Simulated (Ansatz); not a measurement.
**GaAsH₄ (triplet): wave-function methods side by side, cc-pVTZ**

Aim: climb from Hartree-Fock through coupled cluster for GaAsH₄ (triplet) at one geometry and basis, and see what each rung misses.

Computed with Ansatz 0.2.0, Gaussian basis. Level: cc-pVTZ, core rule «outside noble gas», up to 28 orbitals frozen.

To be run: UHF; CCSD(T) on ROHF; CCSD(T) on UHF; BCCD(T) on ROHF; CCSDT(Q) on ROHF; CCSDT(Q) on UHF.

3 further runs of the same task are left out: 3 set aside as unsound or not needed. Runs told in other sessions of the task aren't counted.

## (1) What is computed

The geometry is a PBE0/def2-TZVP stationary point (not a proven minimum) of the parent state, kept for this charge and spin. No spin-orbit coupling is included. The filled d shell of Ga, As may be among the frozen orbitals whatever the setting's name suggests.

6 atoms, charge 0, spin multiplicity 3.

Atoms are counted from 1 here; the program's logs count them from 0.

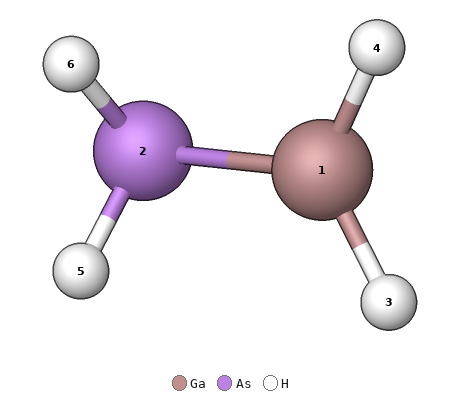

The geometry (gallium pink, arsenic purple, hydrogen white); atoms are numbered from 1 in the order of the file.

In the tables R marks a restricted open-shell determinant and U an unrestricted one; energies count from the table's Hartree-Fock row.

## (2) UHF

Input file in.yaml:

```yaml
crystal:
  periodic: [false, false, false]
  atoms:
    - {symbol: Ga, position_ang: [0.021451, 0.000000, 1.239730]}
    - {symbol: As, position_ang: [-0.046120, 0.000000, -1.173382]}
    - {symbol: H, position_ang: [-0.015430, 1.366773, 2.011769]}
    - {symbol: H, position_ang: [-0.015431, -1.366773, 2.011769]}
    - {symbol: H, position_ang: [0.987590, 1.109951, -1.280580]}
    - {symbol: H, position_ang: [0.987590, -1.109952, -1.280580]}
basis:
  gaussian: {orbitals: cc-pVTZ}
magnetization: {spin_polarized: true, initial_magnetization: 2}
hamiltonian: {xc: hf}
output: {orbitals: {seedname: orbitals}}
```

Run with:

```
ansatz run in.yaml --threads 1 --pin off --events-out ev --progress --plain --max-ram 4096MiB --backend cpu
```

Output:

```text
Functional definition: HF
  name "HF"
  cite "Fock, Z. Phys. 61, 126 (1930) doi:10.1007/BF01340294"
  parent pbe
  exchange = exact_x
  correlation = 0
1185 factors; their error is unknown
mean field evaluation 1: about -113187.7324 eV, gradient 1.1e1 eV
mean field evaluation 2: about -113188.9737 eV, gradient 4.2e0 eV
mean field evaluation 4: about -113189.2054 eV, gradient 7.7e-1 eV
mean field evaluation 8: about -113189.2321 eV, gradient 9.8e-2 eV
mean field evaluation 16: about -113190.2577 eV, gradient 1.1e1 eV
mean field -113191.76496784 eV, -4159.7206384342 hartree, gradient 1.5e-5 eV, S^2 2.023882; 0 other end points of the search recorded, 0 dependent functions left out
reference -113191.76496784 eV, -4159.7206384342 hartree; 35, 33 occupied and 107, 109 virtual orbitals, 1185 factors
Total energy: -113191.76496784 eV, -4159.7206384342 hartree
```

Wall time 4.4 s (1 thread of AMD EPYC 7R13, shared host); peak memory 0.41 GiB.

From the report: ⟨S²⟩ of the determinant 2.024 (pure triplet: 2.00).

## (3) CCSD(T) on ROHF

Edit in.yaml of step 2 so:

```diff
@@ -11,4 +11,4 @@
   gaussian: {orbitals: cc-pVTZ}
-magnetization: {spin_polarized: true, initial_magnetization: 2}
-hamiltonian: {xc: hf}
-output: {orbitals: {seedname: orbitals}}
+magnetization: {spin_polarized: false, initial_magnetization: 2}
+correlation: {method: ccsd_t, electrons: outside_noble_gas}
+output: {forces: true}
```

Run with:

```
ansatz run in.yaml --threads 2 --pin off --events-out ev --progress --plain --max-ram 24576MiB --backend cuda --devices 0, --max-vram 18GiB
```

Output, cut to the lines that bear on the results:

```text
Functional definition: HF
  name "HF"
  cite "Fock, Z. Phys. 61, 126 (1930) doi:10.1007/BF01340294"
  parent pbe
[...]
868 factors; integrals over basis functions are off by at most 1.1e-3 eV
[...]
mean field -113191.59639995 eV, -4159.7144436783 hartree, gradient 2.8e-6 eV, S^2 2.000000; 9 other end points of the search recorded, 0 dependent functions left out
determinant -113191.59639995 eV, -4159.7144436783 hartree, with singles and doubles -113198.72555570 eV, -4159.9764353198 hartree
determinant -113189.97383967 eV, -4159.6548156880 hartree, with singles and doubles -113197.01336059 eV, -4159.9135133103 hartree
determinant -113189.74476362 eV, -4159.6463972986 hartree, with singles and doubles -113197.32772440 eV, -4159.9250659673 hartree
determinant -113189.41078262 eV, -4159.6341237231 hartree, with singles and doubles -113196.78327971 eV, -4159.9050579937 hartree
[...]
second order -5.75951311 eV of doubles, -0.08859943 eV of singles
cycle   1  -6.96175331 eV  change   -4.8e-1 eV  update   2.3e-2
[...]
cycle  16  -6.98072617 eV  change    3.7e-8 eV  update   6.9e-7
perturbative correction -0.24420425 eV, -0.0089743407 hartree
[...]
Total energy: -113198.82133036 eV, -4159.9799549739 hartree
Atom 0 at     0.021451     0.000000     1.239730 Å, force     0.171848     0.000000     2.672338 eV/Å
Atom 1 at    -0.046120     0.000000    -1.173382 Å, force     0.167007    -0.000000    -0.799976 eV/Å
Atom 2 at    -0.015430     1.366773     2.011769 Å, force    -0.189167     0.472842    -0.478709 eV/Å
Atom 3 at    -0.015431    -1.366773     2.011769 Å, force    -0.189167    -0.472841    -0.478709 eV/Å
Atom 4 at     0.987590     1.109951    -1.280580 Å, force     0.019740     0.089181    -0.457472 eV/Å
Atom 5 at     0.987590    -1.109952    -1.280580 Å, force     0.019740    -0.089182    -0.457472 eV/Å
Dipole moment:     0.022723    -0.000000    -0.910371 e Å
```

Run time: 18 s. Hardware: 1 × H100 (card shared with other runs) with 2 threads of AMD EPYC 7R13, shared host; peak host memory 1.2 GiB.

From the report: correlation -7.2249 eV; T1 0.034; largest double amplitude 0.05.

## (4) CCSD(T) on UHF

Edit in.yaml of step 3 so:

```diff
@@ -11,3 +11,3 @@
   gaussian: {orbitals: cc-pVTZ}
-magnetization: {spin_polarized: false, initial_magnetization: 2}
+magnetization: {spin_polarized: true, initial_magnetization: 2}
 correlation: {method: ccsd_t, electrons: outside_noble_gas}
```

Launched as before.

Output, cut to the lines that bear on the results:

```text
Functional definition: HF
  name "HF"
  cite "Fock, Z. Phys. 61, 126 (1930) doi:10.1007/BF01340294"
  parent pbe
[...]
868 factors; integrals over basis functions are off by at most 1.1e-3 eV
[...]
mean field -113191.76611743 eV, -4159.7206806809 hartree, gradient 1.7e-6 eV, S^2 2.023882; 2 other end points of the search recorded, 0 dependent functions left out
determinant -113191.76611743 eV, -4159.7206806809 hartree, with singles and doubles -113198.73425359 eV, -4159.9767549617 hartree
determinant -113190.12318423 eV, -4159.6603039995 hartree, with singles and doubles -113197.01484401 eV, -4159.9135678248 hartree
determinant -113190.10653118 eV, -4159.6596920111 hartree, with singles and doubles -113197.32386566 eV, -4159.9249241611 hartree
[...]
second order -5.67235651 eV of doubles, -0.00000000 eV of singles
cycle   1  -6.80735012 eV  change   -4.9e-1 eV  update   2.3e-2
[...]
cycle  16  -6.82641595 eV  change    9.8e-8 eV  update   7.9e-7
perturbative correction -0.23824210 eV, -0.0087552357 hartree
[...]
Total energy: -113198.83077548 eV, -4159.9803020755 hartree
Atom 0 at     0.021451     0.000000     1.239730 Å, force     0.177613     0.000000     2.669656 eV/Å
Atom 1 at    -0.046120     0.000000    -1.173382 Å, force     0.168540    -0.000000    -0.800780 eV/Å
Atom 2 at    -0.015430     1.366773     2.011769 Å, force    -0.191188     0.471487    -0.477695 eV/Å
Atom 3 at    -0.015431    -1.366773     2.011769 Å, force    -0.191188    -0.471487    -0.477695 eV/Å
Atom 4 at     0.987590     1.109951    -1.280580 Å, force     0.018112     0.088723    -0.456743 eV/Å
Atom 5 at     0.987590    -1.109952    -1.280580 Å, force     0.018112    -0.088723    -0.456743 eV/Å
Dipole moment:     0.022303    -0.000000    -0.911055 e Å
```

Wall time 16 s (1 × H100 (card shared with other runs) with 2 threads of AMD EPYC 7R13, shared host); peak host memory 1.2 GiB.

From the report: ⟨S²⟩ of the determinant 2.024 (pure triplet: 2.00); correlation -7.0647 eV; T1 0.024; largest double amplitude 0.04.

## (5) BCCD(T) on ROHF

Edit in.yaml of step 4 so:

```diff
@@ -11,4 +11,3 @@
   gaussian: {orbitals: cc-pVTZ}
-magnetization: {spin_polarized: true, initial_magnetization: 2}
-correlation: {method: ccsd_t, electrons: outside_noble_gas}
-output: {forces: true}
+magnetization: {spin_polarized: false, initial_magnetization: 2}
+correlation: {method: bccd_t, electrons: outside_noble_gas}
```

Launched as before.

Output, cut to the lines that bear on the results:

```text
Functional definition: HF
  name "HF"
  cite "Fock, Z. Phys. 61, 126 (1930) doi:10.1007/BF01340294"
  parent pbe
[...]
868 factors; integrals over basis functions are off by at most 1.1e-3 eV
[...]
mean field -113191.59639995 eV, -4159.7144436783 hartree, gradient 2.8e-6 eV, S^2 2.000000; 9 other end points of the search recorded, 0 dependent functions left out
determinant -113191.59639995 eV, -4159.7144436783 hartree, with singles and doubles -113198.72555570 eV, -4159.9764353198 hartree
determinant -113189.97383967 eV, -4159.6548156880 hartree, with singles and doubles -113197.01336059 eV, -4159.9135133103 hartree
determinant -113189.74476362 eV, -4159.6463972986 hartree, with singles and doubles -113197.32772440 eV, -4159.9250659673 hartree
determinant -113189.41078262 eV, -4159.6341237231 hartree, with singles and doubles -113196.78327971 eV, -4159.9050579937 hartree
28 core orbitals not correlated: weight in the atoms' cores, before any rotation towards them, 0.996 or more for the frozen orbitals, at most 0.003 for the correlated occupied ones
reference -113191.59639995 eV, -4159.7144436783 hartree; 7, 5 occupied and 107, 109 virtual orbitals, 868 factors
second order -5.75951311 eV of doubles, -0.08859943 eV of singles
cycle   1  -6.96656978 eV  change   -4.8e-1 eV  update   2.6e-2
[...]
cycle  13  -6.97682438 eV  change    2.6e-6 eV  update   9.6e-6
perturbative correction -0.24989970 eV, -0.0091836446 hartree
Total energy: -113198.82312403 eV, -4159.9800208898 hartree
```

Run time: 13 s. Hardware: 1 × H100 (card shared with other runs) with 2 threads of AMD EPYC 7R13, shared host; peak host memory 0.86 GiB.

From the report: correlation -7.2267 eV; largest double amplitude 0.05.

## (6) CCSDT(Q) on ROHF

Edit in.yaml of step 5 so:

```diff
@@ -12,2 +12,2 @@
 magnetization: {spin_polarized: false, initial_magnetization: 2}
-correlation: {method: bccd_t, electrons: outside_noble_gas}
+correlation: {method: ccsdt_q, electrons: outside_noble_gas}
```

Same command.

Output, cut to the lines that bear on the results:

```text
Functional definition: HF
  name "HF"
  cite "Fock, Z. Phys. 61, 126 (1930) doi:10.1007/BF01340294"
  parent pbe
[...]
1767 factors; integrals over basis functions are off by at most 1.5e-7 eV
[...]
mean field -113191.59646830 eV, -4159.7144461903 hartree, gradient 2.9e-6 eV, S^2 2.000000; 9 other end points of the search recorded, 0 dependent functions left out
determinant -113191.59646830 eV, -4159.7144461903 hartree, with singles and doubles -113198.72564683 eV, -4159.9764386691 hartree
determinant -113189.97392077 eV, -4159.6548186685 hartree, with singles and doubles -113197.01346270 eV, -4159.9135170629 hartree
determinant -113189.74482924 eV, -4159.6463997098 hartree, with singles and doubles -113197.32781184 eV, -4159.9250691805 hartree
determinant -113189.41084967 eV, -4159.6341261870 hartree, with singles and doubles -113196.78337351 eV, -4159.9050614410 hartree
28 core orbitals not correlated: weight in the atoms' cores, before any rotation towards them, 0.996 or more for the frozen orbitals, at most 0.003 for the correlated occupied ones
reference -113191.59646830 eV, -4159.7144461903 hartree; 7, 5 occupied and 107, 109 virtual orbitals, 1767 factors
second order -5.75954409 eV of doubles, -0.08859900 eV of singles
cycle   1  -6.62563917 eV  change   -7.8e-1 eV  update   8.7e-2
[...]
cycle  20  -7.26823928 eV  change   -1.5e-6 eV  update   1.4e-6
perturbative correction -0.00983183 eV, -0.0003613132 hartree
Total energy: -113198.87453941 eV, -4159.9819103705 hartree
```

Run time: 84 s. Hardware: 1 × H100 (card shared with other runs) with 2 threads of AMD EPYC 7R13, shared host; peak host memory 2.2 GiB.

From the report: correlation -7.2781 eV; T1 0.038; largest double amplitude 0.05.

## (7) CCSDT(Q) on UHF

Edit in.yaml of step 6 so:

```diff
@@ -11,3 +11,3 @@
   gaussian: {orbitals: cc-pVTZ}
-magnetization: {spin_polarized: false, initial_magnetization: 2}
+magnetization: {spin_polarized: true, initial_magnetization: 2}
 correlation: {method: ccsdt_q, electrons: outside_noble_gas}
```

Same command.

Output, cut to the lines that bear on the results:

```text
Functional definition: HF
  name "HF"
  cite "Fock, Z. Phys. 61, 126 (1930) doi:10.1007/BF01340294"
  parent pbe
[...]
1767 factors; integrals over basis functions are off by at most 1.5e-7 eV
[...]
mean field -113191.76618544 eV, -4159.7206831801 hartree, gradient 2.7e-6 eV, S^2 2.023882; 2 other end points of the search recorded, 0 dependent functions left out
determinant -113191.76618544 eV, -4159.7206831801 hartree, with singles and doubles -113198.73434553 eV, -4159.9767583404 hartree
determinant -113190.12326973 eV, -4159.6603071413 hartree, with singles and doubles -113197.01494281 eV, -4159.9135714559 hartree
determinant -113190.10659980 eV, -4159.6596945329 hartree, with singles and doubles -113197.32395179 eV, -4159.9249273262 hartree
28 core orbitals not correlated: weight in the atoms' cores, before any rotation towards them, 0.995 or more for the frozen orbitals, at most 0.004 for the correlated occupied ones
reference -113191.76618544 eV, -4159.7206831801 hartree; 7, 5 occupied and 107, 109 virtual orbitals, 1767 factors
second order -5.67238657 eV of doubles, -0.00000000 eV of singles
cycle   1  -6.46258500 eV  change   -7.9e-1 eV  update   8.8e-2
[...]
cycle  20  -7.10909041 eV  change   -1.5e-6 eV  update   1.4e-6
perturbative correction -0.01013697 eV, -0.0003725268 hartree
Total energy: -113198.88541281 eV, -4159.9823099606 hartree
```

Wall time 73 s (1 × H100 (card shared with other runs) with 2 threads of AMD EPYC 7R13, shared host); peak host memory 1.7 GiB.

From the report: ⟨S²⟩ of the determinant 2.024 (pure triplet: 2.00); correlation -7.1192 eV; T1 0.028; largest double amplitude 0.05.

## (8) Misses and costs

The yardstick is UCCSDT(Q), where the cluster series has nearly closed. Rows without a time are mean-field rows or come out of runs for another level: lower rungs of the coupled-cluster runs, or the Hartree-Fock search. The times of RCCSD(T), UCCSD(T) include forces.

| method | energy from the lowest ROHF (meV) | from UCCSDT(Q) (meV) | time |
| --- | --- | --- | --- |
| ROHF | 0.0 | +7289.0 |  |
| UHF | -169.7 | +7119.3 |  |
| RMP2 | -5848.1 | +1440.9 |  |
| UMP2 | -5842.1 | +1446.9 |  |
| RCCSD | -6980.7 | +308.3 |  |
| UCCSD | -6996.1 | +292.9 |  |
| RCCSD(T) | -7224.9 | +64.1 | 18 s |
| UCCSD(T) | -7234.4 | +54.6 | 16 s |
| BCCD(T) | -7226.7 | +62.3 | 13 s |
| RCCSDT | -7268.3 | +20.7 |  |
| UCCSDT | -7278.9 | +10.1 |  |
| RCCSDT(Q) | -7278.1 | +10.9 | 84 s |
| UCCSDT(Q) | -7289.0 | 0 | 73 s |

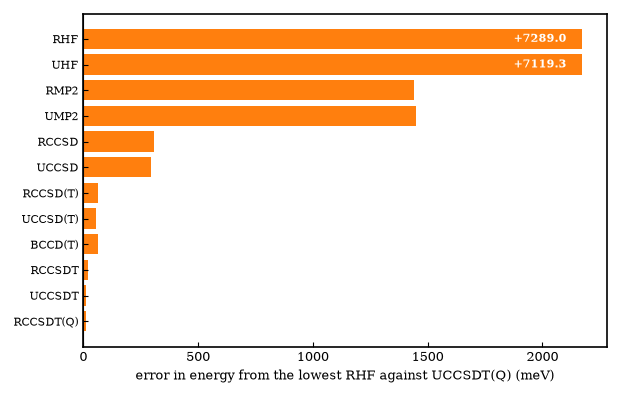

Deviations from UCCSDT(Q), method by method. Bars with a number in them are cut short.

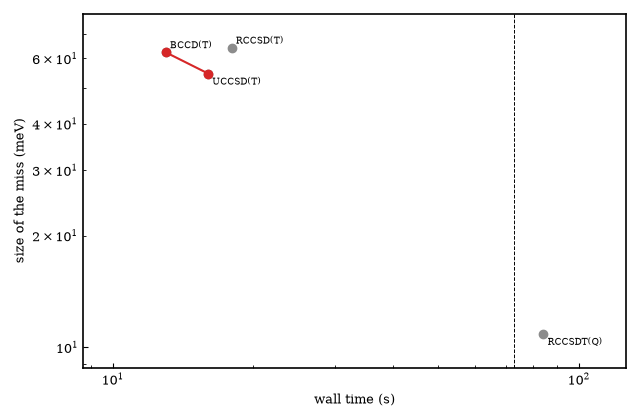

Accuracy for the time spent; red marks the levels that beat every quicker one drawn (of those quicker than the yardstick), and the dashed line is the time of UCCSDT(Q). Times are from a shared host.

## (9) Outcome

| quantity | value |
| --- | --- |
| UCCSDT(Q) from the ROHF energy | -7.2890 eV |
| RMP2 from UCCSDT(Q) | +1440.9 meV |
| UMP2 from UCCSDT(Q) | +1446.9 meV |
| RCCSD from UCCSDT(Q) | +308.3 meV |
| RCCSD(T) from UCCSDT(Q) | +64.1 meV |
| UCCSD(T) from UCCSDT(Q) | +54.6 meV |
| RCCSDT(Q) from UCCSDT(Q) | +10.9 meV |
| levels within 1 kcal/mol (43 meV) | RCCSDT, UCCSDT, RCCSDT(Q) |
| T1 diagnostic | 0.034 |

What this shows: RCCSD(T) lands +64.1 meV from the yardstick (0.9 % of the correlation energy). These misses are within one basis, not against nature; the frozen cores of restricted and unrestricted runs differ, which can shift their rows.

For cost: UCCSD(T) gets within 54.6 meV in 16 s, where UCCSDT(Q) took 73 s; the quickest level in the cost chart, BCCD(T), takes 13 s and misses by 62.3 meV.
